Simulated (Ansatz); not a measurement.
**What a change does: single-point calculation on CH₈N₂Si₂**

System: CH₈N₂Si₂, SMILES N[SiH2]N1C[SiH2]1.
Method of the first run: RKS SPW92 (LDA)/def2-TZVPP (Ansatz 0.2.0).

The geometry comes from this level: PBE0-D4/def2-TZVP. Text and figures count atoms from 1; the logs count them from 0 in places.

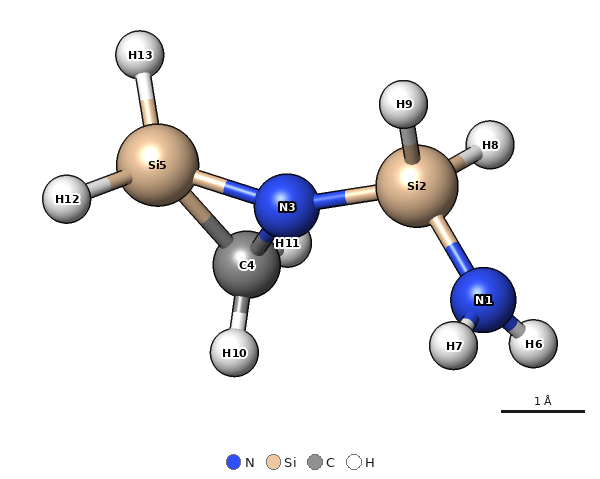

**Figure 1.** The input geometry (ball-and-stick view, seen at a tilt; atoms are numbered from 1 in the order of the input). Bond lengths as drawn: C–H 1.09 Å, C–N 1.49 Å, C–Si 1.83 Å, H–N 1.01 Å, H–Si 1.48 to 1.49 Å and N–Si 1.70 to 1.71 Å.

### The input, the first run
```yaml
crystal:
  periodic: [false, false, false]
  atoms:
    - {symbol: N, position_ang: [-2.207722, -1.073640, 0.083273]}
    - {symbol: Si, position_ang: [-0.759418, -0.681013, 0.904400]}
    - {symbol: N, position_ang: [0.310543, 0.369407, 0.081132]}
    - {symbol: C, position_ang: [1.145266, 0.155148, -1.135089]}
    - {symbol: Si, position_ang: [1.555595, 1.521893, 0.012165]}
    - {symbol: H, position_ang: [-2.273623, -1.906448, -0.476513]}
    - {symbol: H, position_ang: [-2.869394, -0.373437, -0.207592]}
    - {symbol: H, position_ang: [-0.115134, -2.001984, 1.149338]}
    - {symbol: H, position_ang: [-1.065289, 0.026740, 2.173842]}
    - {symbol: H, position_ang: [0.641373, 0.340919, -2.082565]}
    - {symbol: H, position_ang: [1.749632, -0.752809, -1.143156]}
    - {symbol: H, position_ang: [1.200234, 2.929277, -0.279990]}
    - {symbol: H, position_ang: [2.708338, 1.411246, 0.935553]}
basis:
  gaussian: {orbitals: def2-TZVPP}
hamiltonian: {xc: lda}
output: {orbitals: {seedname: orbitals}}
```

Launched with:
```bash
ansatz run in.yaml --threads 4 --pin off --events-out ev --progress --plain --max-ram 10444MiB
```

Hardware: 4 threads of Arm Neoverse V1, 23 GiB of memory available, shared host.

### Output (the first run)
```
Functional definition: SPW92
  exchange = slater_x
  correlation = pw_c
1538 factors; their error is unknown
mean field evaluation 1: about -19784.1001 eV, gradient 1.1e2 eV
mean field evaluation 2: about -19625.8825 eV, gradient 2.3e2 eV
mean field evaluation 4: about -19805.5293 eV, gradient 2.7e1 eV
mean field evaluation 8: about -19807.0395 eV, gradient 2.7e-1 eV
mean field evaluation 16: about -19807.0040 eV, gradient 1.2e-4 eV
mean field -19807.00403242 eV, -727.8939725218 hartree, gradient 3.6e-5 eV, S^2 0.000000; 0 other end points of the search recorded, 0 dependent functions left out
reference -19807.00407991 eV, -727.8939742671 hartree; 28, 28 occupied and 261, 261 virtual orbitals, 1538 factors
Total energy: -19807.00407991 eV, -727.8939742671 hartree
```

The input of the second run differs as follows (lines with − go, lines with + come):
```diff
-hamiltonian: {xc: lda}
+hamiltonian: {xc: {name: BHLYP}, dispersion: d4}
```

How does the second run compare with the first run?

The total energies belong to different models, so their difference says nothing on which is more stable or more accurate. The HOMO goes from −5.72 to −8.08 eV. The LUMO goes from −1.17 to 0.70 eV.

### Output (the second run)
```
Functional definition: BHLYP
  parameter a = 0.5
  exchange = (1 - a)*b88_x + a*exact_x
  correlation = lyp_c
1651 factors; their error is unknown
mean field evaluation 1: about -19892.6671 eV, gradient 7.2e1 eV
mean field evaluation 2: about -19886.5658 eV, gradient 8.6e1 eV
mean field evaluation 4: about -19902.9047 eV, gradient 5.2e0 eV
mean field evaluation 8: about -19902.9583 eV, gradient 3.6e-2 eV
mean field evaluation 16: about -19903.0727 eV, gradient 7.1e-5 eV
mean field -19903.07272457 eV, -731.4244318408 hartree, gradient 7.1e-5 eV, S^2 0.000000; 0 other end points of the search recorded, 0 dependent functions left out
reference -19903.07293950 eV, -731.4244397391 hartree; 28, 28 occupied and 261, 261 virtual orbitals, 1651 factors
Total energy: -19903.45328461 eV, -731.4384171643 hartree
```

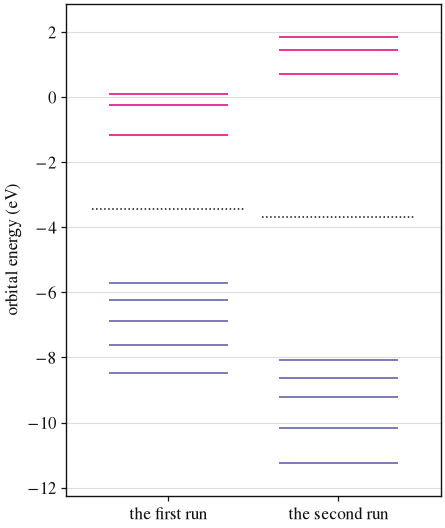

**Figure 2.** The five highest filled and three lowest empty orbital energies of the two runs; the dotted lines part filled from empty levels. The HOMO–LUMO gap is 4.55 eV in the first run and 8.78 eV in the second run.

### The two runs side by side

| quantity | the first run | the second run |
| --- | --- | --- |
| outcome | converged | converged |
| total energy (hartree) | −727.893974 | −731.438417 |
| HOMO (eV) | −5.72 | −8.08 |
| LUMO (eV) | −1.17 | 0.70 |
| basis functions | 289 | 289 |
| wall time (shared host) | 1.6 s | 4.2 s |
